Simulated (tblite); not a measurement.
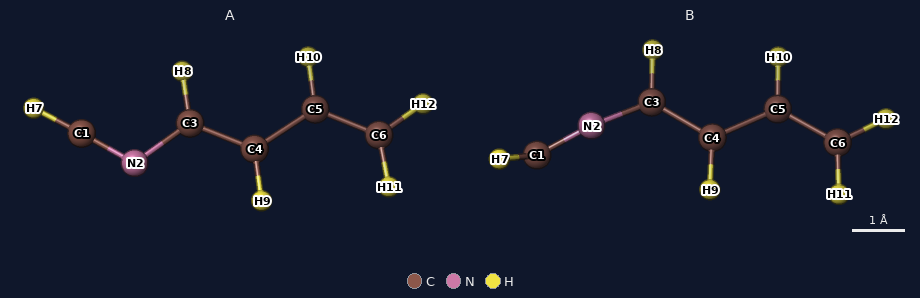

Two geometries of C5H6N (multiplicity 2), drawn at one scale. One is the start of a relaxation, the other its converged end. The picture is a ball-and-stick view, seen at a tilt.

These are results of GFN2-xTB geometry optimisation, gas phase (tblite), not measurements. 

### Which of the two is the end point?

Structure B is the relaxed one. The energy falls by 30.8 kcal/mol in 90 geometry steps. H7 moves most after the best rigid fit: 1.22 Å. By element the largest moves are H 1.22 Å, N 0.76 Å, C 0.47 Å. Some distances before and after: C1–C3 2.127 → 2.467 Å, N2–C3 1.366 → 1.300 Å, C4–C5 1.453 → 1.414 Å, C3–C4 1.352 → 1.380 Å. Among the angles between lasting bonds that change: N2–C1–H7 178.5° → 125.5°, C1–N2–C3 112.7° → 159.9°, N2–C3–H8 120.0° → 115.5°.
